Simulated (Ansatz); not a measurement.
# Elastic response of CdH8C4O6 (P2_1/c) (152 atoms)

How stiff is CdH8C4O6 (P2_1/c) (152 atoms), and how do its levels respond to strain?

Method: Kohn-Sham DFT, PBE+D3(BJ), PAW (set soft_2), plane waves, in Ansatz 0.2.0.

### 1. Starting point

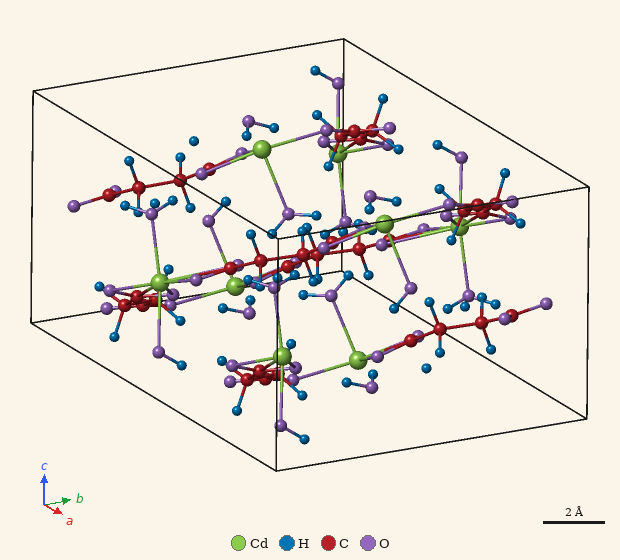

Start, viewed slightly off an axis; cadmium green, hydrogen blue, carbon red, oxygen purple. Bonds to atoms that aren't drawn are left out.

The cell holds 152 atoms: 8 Cd, 64 H, 32 C and 48 O. Cell: a = 15.426 Å, b = 12.231 Å, c = 8.056 Å, α = 90.0°, β = 94.7°, γ = 90.0°. It derives from CdH8C4O6 (P2_1/c), repeated 2×1×1. CdH8C4O6, space group P2_1/c, structure from the Crystallography Open Database, 2 x 1 x 1 conventional cells; every coordinate displaced by a Gaussian of 0.01 Å; bonds to H set to neutron lengths (C-H 1.089, N-H 1.015, O-H 0.983, B-H 1.19 Å) where the listed ones are shorter.

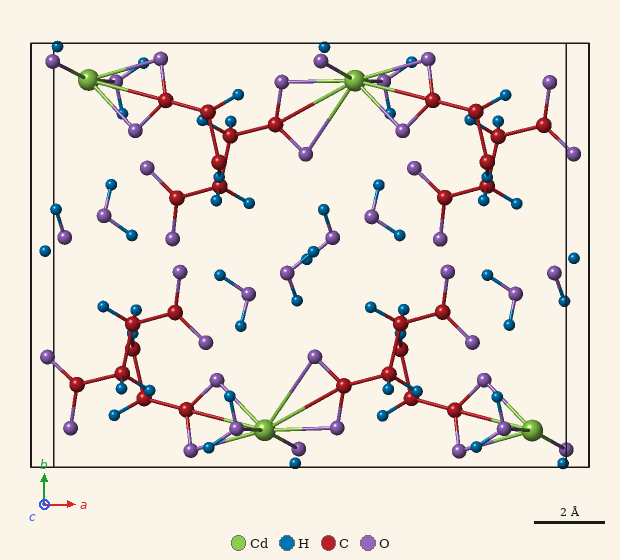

A slice 6 Å thick through the middle of the cell. Bonds to atoms that aren't drawn are left out.

What the set-up can't give: Only the Γ point is sampled.

### 2. Single point at the start

The forces at the start show how far the geometry lies from a minimum of this functional.

File input.yaml:

```yaml
crystal:
  lattice:
    - [15.426, 0.0, 0.0]
    - [0.0, 12.231, 0.0]
    - [-0.6615, 0.0, 8.0288]
  atoms:
    - { symbol: Cd, position: [0.08813, 0.58804, 0.08137] }
    - { symbol: Cd, position: [0.41181, 0.0875, 0.41689] }
    - { symbol: Cd, position: [0.41215, 0.41221, 0.91874] }
    - { symbol: Cd, position: [0.08999, 0.91329, 0.58267] }
    - { symbol: H, position: [0.32394, 0.62885, 0.47613] }
    - { symbol: H, position: [0.1773, 0.12858, 0.02424] }
    - { symbol: H, position: [0.17601, 0.37074, 0.52533] }
    - { symbol: H, position: [0.32322, 0.87161, 0.97711] }
    - { symbol: H, position: [0.37743, 0.62256, 0.2897] }
    - { symbol: H, position: [0.12187, 0.12286, 0.20707] }
    - { symbol: H, position: [0.12246, 0.37917, 0.7071] }
    - { symbol: H, position: [0.37862, 0.87875, 0.79255] }
    - { symbol: H, position: [0.29618, 0.81804, 0.43251] }
    - { symbol: H, position: [0.20295, 0.32025, 0.06726] }
    - { symbol: H, position: [0.20323, 0.18115, 0.56672] }
    - { symbol: H, position: [0.29737, 0.67986, 0.93337] }
    - { symbol: H, position: [0.34089, 0.81534, 0.24044] }
    - { symbol: H, position: [0.15822, 0.31604, 0.26092] }
    - { symbol: H, position: [0.15881, 0.1857, 0.75837] }
    - { symbol: H, position: [0.3405, 0.6843, 0.73907] }
    - { symbol: H, position: [0.48661, 0.49061, 0.32154] }
    - { symbol: H, position: [0.01434, 0.99205, 0.17787] }
    - { symbol: H, position: [0.0126, 0.50995, 0.67718] }
    - { symbol: H, position: [0.48626, 0.00958, 0.82324] }
    - { symbol: H, position: [0.02104, 0.60805, 0.40015] }
    - { symbol: H, position: [0.47843, 0.10706, 0.09874] }
    - { symbol: H, position: [0.48021, 0.39303, 0.602] }
    - { symbol: H, position: [0.02082, 0.89231, 0.90034] }
    - { symbol: H, position: [0.18009, 0.54673, 0.79854] }
    - { symbol: H, position: [0.31937, 0.0463, 0.69913] }
    - { symbol: H, position: [0.31894, 0.45294, 0.20013] }
    - { symbol: H, position: [0.18053, 0.95304, 0.30119] }
    [... 114 atom lines left out ...]
    - { symbol: O, position: [0.96372, 0.45809, 0.66147] }
    - { symbol: O, position: [0.53508, 0.95774, 0.83897] }
    - { symbol: O, position: [0.62874, 0.59037, 0.81404] }
    - { symbol: O, position: [0.87081, 0.09108, 0.6879] }
    - { symbol: O, position: [0.87087, 0.40878, 0.18589] }
    - { symbol: O, position: [0.63007, 0.90957, 0.31445] }
kpoints:
  mp_grid: { grid: [1, 1, 1] }
hamiltonian:
  xc: pbe
  dispersion: d3bj
scf:
  occupations: { method: fixed }
output:
  forces: true
```

Command:

```bash
$ ansatz run input.yaml --threads 4 --pin off --max-ram 8192MiB --backend cpu --events-out ev --progress --plain --runs-dir out
```

Numbers of over 12 decimals in the logs are rounded to 6 here.

Output:

```text
[...]
Pseudopotentials: kind: paw
Pseudopotential: Cd, paw, valence charge 20, recommended cutoff 420 eV (normal), Cd.paw.azcp
Pseudopotential: H, paw, valence charge 1, recommended cutoff 420 eV (normal), H.paw.azcp
Pseudopotential: C, paw, valence charge 4, recommended cutoff 420 eV (normal), C.paw.azcp
Pseudopotential: O, paw, valence charge 6, recommended cutoff 420 eV (normal), O.paw.azcp
[... 5 lines on functional and potentials left out ...]
Crystal: 152 atoms, lattice volume = 1514.837 Å³
Basis set: ecut = 420 eV, 29647 PW (Γ), exchange–correlation on 216×180×108 points (8 copies of the dense FFT grid, shifted against one another)
Bands: 472, of which v1, the nominal top of the filled ones, is band 320 counted from 1 (319 counted from 0)
Symmetry: 1 space group operations
Space group: P1 (ITA 1), of the structure as read, at distance tolerance 1.1e-4 Å
k-points: 1
[... 9 lines on functional and potentials left out ...]
Initial density: superposition of atomic densities (neutral atoms: chi_scale 0, normalization atom), corrected by the library's trained network
Initial wavefunctions: pseudopotential atomic-orbital guess
[...]
SCF iter   1: F=—  HF=-102332.843417 eV  |F-HF|=—  |Δ(HF+E_count)|=         —  Δρ=3.18e-3  dr2=1.64e-1  ethr=1.77e-3  ⟨swp⟩=5.0  Hψ=1492  notcnv=0  defer=146
preconditioner: auto → Resta (q_TF=auto, 2.363 Å⁻¹)  ε∞=2.9  [insulator: Δε(μ)=4.383 eV  Ē_g=16.798 eV  n_scr=334 (ndim 8)  ℏωp=22.9 eV  f_vac=0.208  ε∞_Penn≈2.9]
SCF iter   2: F=—  HF=-102332.826732 eV  |F-HF|=—  |Δ(HF+E_count)|=   1.67e-2  Δρ=1.62e-3  dr2=3.49e-2  ethr=2.56e-5  ⟨swp⟩=2.0  Hψ=706  notcnv=0  defer=150
SCF iter   3: F=—  HF=-102332.826115 eV  |F-HF|=—  |Δ(HF+E_count)|=   6.17e-4  Δρ=7.38e-4  dr2=1.01e-2  ethr=5.46e-6  ⟨swp⟩=3.0  Hψ=617  notcnv=0  defer=97
automatic band count: iteration 3 solves 419 bands in place of 472: the levels show a gap, and the empty bands left out lie too high to hold charge; the band table lists the bands solved (type scf.n_extra_bands for more)
SCF iter   4: F=—  HF=-102332.825533 eV  |F-HF|=—  |Δ(HF+E_count)|=   5.82e-4  Δρ=2.75e-4  dr2=1.32e-3  ethr=1.58e-6  ⟨swp⟩=3.0  Hψ=583  notcnv=0  defer=97
SCF iter   5: F=—  HF=-102332.825519 eV  |F-HF|=—  |Δ(HF+E_count)|=   1.45e-5  Δρ=1.55e-4  dr2=3.70e-4  ethr=2.06e-7  ⟨swp⟩=2.0  Hψ=613  notcnv=0  defer=97
[...]
SCF iter   9: F=—  HF=-102332.828052 eV  |F-HF|=—  |Δ(HF+E_count)|=   1.35e-8  Δρ=3.39e-6  dr2=1.70e-7  ethr=2.06e-10  ⟨swp⟩=2.0  Hψ=613  notcnv=0  defer=97
SCF iter  10: F=-102332.828052 eV  HF=-102332.828052 eV  |F-HF|=7.16e-9  |Δ(HF+E_count)|=   2.97e-8  Δρ=1.63e-6  dr2=3.65e-8  ethr=1.56e-11  ⟨swp⟩=4.0  Hψ=1238  notcnv=0
SCF 1 converged in 10 iterations: F = -102332.828052 eV  dr2 = 3.65e-8
[...]
SCF converged after 10 iterations
Free energy (F): -102332.828052 eV
Harris-Foulkes:  -102332.828052 eV  (|F-HF|=7.16e-9)
Internal energy: -102332.828052 eV  (E = F + TS)
E sigma→0 (E₀):  -102332.828052 eV
Fermi energy:    1.429015 eV
--- Per-component energies (eV) ---
[...]
Σ components = -102332.828052   (vs F -102332.828052, Δ=0.00e0)
--- Forces (eV/Å), atoms counted from 1 ---
  atom   1  Cd    -0.14537676    -0.13509951     0.21410380
  atom   2  Cd    -0.01520179    -0.00278441    -0.03888906
  atom   3  Cd    -0.07346643    -0.01567589    -0.10099354
  atom   4  Cd    -0.37228148     0.23107076    -0.01793632
[...]
atom 152  O     -1.19019846     0.09019153     0.15855716
  max |Σ_I F_I| component: 4.02e-5 eV/Å
```

Wall time 20 s (4 threads of Arm Neoverse V1, shared host); peak memory 2 GiB.

The r.m.s. force at the start is 0.70 eV/Å.

### 3. Cell and atoms relaxed

Cell and atoms are freed together, to release stress as well as forces.

File input.yaml:

```yaml
crystal:
  lattice:
    - [15.426, 0.0, 0.0]
    - [0.0, 12.231, 0.0]
    - [-0.6615, 0.0, 8.0288]
  atoms:
    [... the 152 atom lines of step 2 ...]
kpoints:
  mp_grid: { grid: [1, 1, 1] }
hamiltonian:
  xc: pbe
  dispersion: d3bj
scf:
  occupations: { method: fixed }
output:
  forces: true
relax:
  f_tol: 0.05
  max_steps: 150
  cell: {}
```

Output:

```text
[...]
Crystal: 152 atoms, lattice volume = 1514.837 Å³
Basis set: ecut = 420 eV, 29647 PW (Γ), exchange–correlation on 216×180×108 points (8 copies of the dense FFT grid, shifted against one another)
Bands: 472, of which v1, the nominal top of the filled ones, is band 320 counted from 1 (319 counted from 0)
Symmetry: 1 space group operations
[...]
k-points: 1
[...]
SCF iter   1: F=—  HF=-102332.843415 eV  |F-HF|=—  |Δ(HF+E_count)|=         —  Δρ=3.18e-3  dr2=1.64e-1  ethr=1.77e-3  ⟨swp⟩=5.0  Hψ=1492  notcnv=0  defer=146
[...]
SCF iter  10: F=-102332.828052 eV  HF=-102332.828052 eV  |F-HF|=7.20e-9  |Δ(HF+E_count)|=   2.96e-8  Δρ=1.63e-6  dr2=3.64e-8  ethr=1.56e-11  ⟨swp⟩=4.0  Hψ=1238  notcnv=0
SCF 1 converged in 10 iterations: F = -102332.828052 eV  dr2 = 3.64e-8
[...]
relax step   1: F+E_penalty+E_count = -102332.82805190 eV  Δ(F+E_penalty+E_count) = +0.000e0 eV  max|allowed force component| = 3.195e0 eV/Å  Δτ_max = 0.0000 Å  P = +4.585 GPa  Ω = 1514.837 Å³  (10 SCF iters, dr2 threshold 1.00e-7 eV, accepted)
[... from here on, the SCF cycles and remarks between the steps are left out ...]
relax step   2: F+E_penalty+E_count = -102334.80673788 eV  Δ(F+E_penalty+E_count) = -1.979e0 eV  max|allowed force component| = 9.799e-1 eV/Å  Δτ_max = 0.1916 Å  P = +0.536 GPa  Ω = 1545.932 Å³  energy of the carried Pulay correction = -1.185e-1 eV  (8 SCF iters, dr2 threshold 1.52e-5 eV, accepted)
relax step   3: F+E_penalty+E_count = -102335.20787557 eV  Δ(F+E_penalty+E_count) = -4.011e-1 eV  max|allowed force component| = 2.221e-1 eV/Å  Δτ_max = 0.2000 Å  P = +0.239 GPa  Ω = 1512.303 Å³  energy of the carried Pulay correction = +9.759e-3 eV  (8 SCF iters, dr2 threshold 1.52e-5 eV, accepted)
relax step   4: F+E_penalty+E_count = -102335.27145126 eV  Δ(F+E_penalty+E_count) = -6.358e-2 eV  max|allowed force component| = 4.650e-1 eV/Å  Δτ_max = 0.1882 Å  P = -0.209 GPa  Ω = 1532.105 Å³  energy of the carried Pulay correction = -6.608e-2 eV  (8 SCF iters, dr2 threshold 3.08e-6 eV, accepted)
relax step   5: F+E_penalty+E_count = -102335.26699453 eV  Δ(F+E_penalty+E_count) = +4.457e-3 eV  max|allowed force component| = 3.329e-1 eV/Å  Δτ_max = 0.2000 Å  P = -0.003 GPa  Ω = 1503.652 Å³  energy of the carried Pulay correction = +4.321e-2 eV  (8 SCF iters, dr2 threshold 1.35e-5 eV, rejected (line search))
relax step   6: F+E_penalty+E_count = -102335.00482679 eV  Δ(F+E_penalty+E_count) = +2.666e-1 eV  max|allowed force component| = 1.328e0 eV/Å  Δτ_max = 0.1000 Å  P = +0.341 GPa  Ω = 1524.723 Å³  energy of the carried Pulay correction = -3.793e-2 eV  (13 SCF iters, rejected (line search))
relax step   7: F+E_penalty+E_count = -102335.36130190 eV  Δ(F+E_penalty+E_count) = -8.985e-2 eV  max|allowed force component| = 5.081e-2 eV/Å  Δτ_max = 0.0500 Å  P = -0.038 GPa  Ω = 1528.724 Å³  energy of the carried Pulay correction = -5.320e-2 eV  (12 SCF iters, accepted)
relax step   8: F+E_penalty+E_count = -102335.38034276 eV  Δ(F+E_penalty+E_count) = -1.904e-2 eV  max|allowed force component| = 1.288e-2 eV/Å  Δτ_max = 0.0336 Å  P = +0.012 GPa  Ω = 1525.288 Å³  energy of the carried Pulay correction = -4.008e-2 eV  (9 SCF iters, dr2 threshold 1.61e-7 eV, accepted)
relax step   9: F+E_penalty+E_count = -102335.45625061 eV  Δ(F+E_penalty+E_count) = -7.591e-2 eV  max|allowed force component| = 1.283e-2 eV/Å  Δτ_max = 0.0000 Å  P = +0.082 GPa  Ω = 1525.288 Å³  stress off target by 2.99e-1 GPa  SCF on the basis re-selected at this cell (its energy is not comparable with the rows above)  (7 SCF iters)
relax step  10: F+E_penalty+E_count = -102335.46120948 eV  Δ(F+E_penalty+E_count) = -4.959e-3 eV  max|allowed force component| = 4.253e-2 eV/Å  Δτ_max = 0.0179 Å  P = +0.056 GPa  Ω = 1526.111 Å³  energy of the carried Pulay correction = -5.164e-3 eV  (8 SCF iters, dr2 threshold 2.23e-7 eV, accepted)
relax step  11: F+E_penalty+E_count = -102335.46062928 eV  Δ(F+E_penalty+E_count) = +5.802e-4 eV  max|allowed force component| = 1.354e-2 eV/Å  Δτ_max = 0.0308 Å  P = -0.025 GPa  Ω = 1527.204 Å³  energy of the carried Pulay correction = -1.018e-2 eV  (9 SCF iters, dr2 threshold 2.62e-8 eV, accepted)
relax step  12: F+E_penalty+E_count = -102335.47569064 eV  Δ(F+E_penalty+E_count) = -1.506e-2 eV  max|allowed force component| = 1.351e-2 eV/Å  Δτ_max = 0.0000 Å  P = -0.019 GPa  Ω = 1527.204 Å³  stress off target by 6.77e-2 GPa  SCF on the basis re-selected at this cell (its energy is not comparable with the rows above)  (6 SCF iters)
relax step  13: F+E_penalty+E_count = -102335.47692701 eV  Δ(F+E_penalty+E_count) = -1.236e-3 eV  max|allowed force component| = 1.099e-2 eV/Å  Δτ_max = 0.0296 Å  P = -0.008 GPa  Ω = 1527.306 Å³  energy of the carried Pulay correction = -2.669e-3 eV  (9 SCF iters, dr2 threshold 1.15e-8 eV, accepted)
relax step  14: F+E_penalty+E_count = -102335.47574705 eV  Δ(F+E_penalty+E_count) = +1.180e-3 eV  max|allowed force component| = 1.484e-2 eV/Å  Δτ_max = 0.0149 Å  P = -0.003 GPa  Ω = 1527.822 Å³  energy of the carried Pulay correction = -4.943e-3 eV  (10 SCF iters, accepted)
relax step  15: F+E_penalty+E_count = -102335.48720277 eV  Δ(F+E_penalty+E_count) = -1.146e-2 eV  max|allowed force component| = 1.463e-2 eV/Å  Δτ_max = 0.0000 Å  P = +0.002 GPa  Ω = 1527.822 Å³  stress off target by 5.02e-2 GPa  SCF on the basis re-selected at this cell (its energy is not comparable with the rows above)  (5 SCF iters)
relax step  16: F+E_penalty+E_count = -102335.48426152 eV  Δ(F+E_penalty+E_count) = +2.941e-3 eV  max|allowed force component| = 3.193e-2 eV/Å  Δτ_max = 0.0232 Å  P = +0.008 GPa  Ω = 1528.664 Å³  energy of the carried Pulay correction = -3.890e-3 eV  (10 SCF iters, dr2 threshold 6.30e-9 eV, accepted)
relax step  17: F+E_penalty+E_count = -102335.48750067 eV  Δ(F+E_penalty+E_count) = -3.239e-3 eV  max|allowed force component| = 3.188e-2 eV/Å  Δτ_max = 0.0000 Å  P = +0.010 GPa  Ω = 1528.664 Å³  stress off target by 4.03e-2 GPa  SCF on the basis re-selected at this cell (its energy is not comparable with the rows above)  (5 SCF iters)
[...]
SCF converged after 5 iterations
Free energy (F): -102335.487501 eV
[...]
Internal energy: -102335.487501 eV  (E = F + TS)
E sigma→0 (E₀):  -102335.487501 eV
Fermi energy:    1.224441 eV
[...]
--- Forces (eV/Å), atoms counted from 1 ---
  atom   1  Cd    -0.00290449    -0.00077667     0.00653068
  atom   2  Cd     0.00215780     0.00054772    -0.00650992
  atom   3  Cd     0.00230338    -0.00013653    -0.00591174
  atom   4  Cd    -0.00265181    -0.00061773     0.00514634
  atom   5  H      0.00135457    -0.00192808     0.00520409
  atom   6  H     -0.00254430    -0.00208025    -0.00506067
  atom   7  H     -0.00198652     0.00216615    -0.00560636
  atom   8  H      0.00175025     0.00122953     0.00484925
  atom   9  H     -0.00220659     0.00113150    -0.00328783
  atom  10  H      0.00263396     0.00077631     0.00394208
  atom  11  H      0.00152099    -0.00059396     0.00484285
  atom  12  H     -0.00149047    -0.00077474    -0.00453071
  atom  13  H     -0.00043850     0.00051602    -0.00102624
  atom  14  H      0.00021921     0.00028709     0.00133990
[...]
atom 151  O      0.00396322    -0.03071231     0.01256062
  atom 152  O      0.00037128    -0.02426820    -0.01147997
  max |Σ_I F_I| component: 4.60e-6 eV/Å
--- Stress (GPa, compression-positive) ---
        0.005710      -0.000663       0.019521
       -0.000663      -0.004832      -0.001022
        0.019520      -0.001022       0.029187
  P = ⅓ Tr σ = 0.0100 GPa (0.100 kbar)
--- Relaxed structure (13 steps of the walk, 11 accepted, 4 SCFs on fresh bases) ---
  F+E_penalty+E_count = -102335.48750067 eV   max|allowed force component| = 3.188e-2 eV/Å   (the final SCF, on the basis selected at the relaxed cell)
  cell:  # Å, volume = 1528.6642 Å³
    - [15.276549, 0.000337767, 0.500540]
    - [0.000267809, 12.211944, -0.000597332]
    - [-0.394574, -0.000406591, 8.181186]
  atoms:
    - { symbol: Cd, position: [0.086383, 0.588297, 0.080263] }
    - { symbol: Cd, position: [0.413514, 0.088294, 0.419647] }
    - { symbol: Cd, position: [0.413551, 0.411778, 0.919473] }
    - { symbol: Cd, position: [0.086365, 0.911824, 0.580435] }
[...]
- { symbol: O, position: [0.629152, 0.908635, 0.308534] }
```

Run time: 5.1 min. Hardware: 4 threads; peak memory 2.1 GiB; 19 min of CPU time.

The relaxation converged after 13 steps, with a largest force component of 0.032 eV/Å.

(Part 1 of 4 ends here.)

[Logs are printed without paths, hosts, clocks, repeated set-up lines and the standing remarks that a program may print on its own settings, such as how far it seeks lower states.]

[Hosts, paths, dates, database ids (printed as entryN), source tags and the programs' standing remarks are cut or masked in the printed files.]
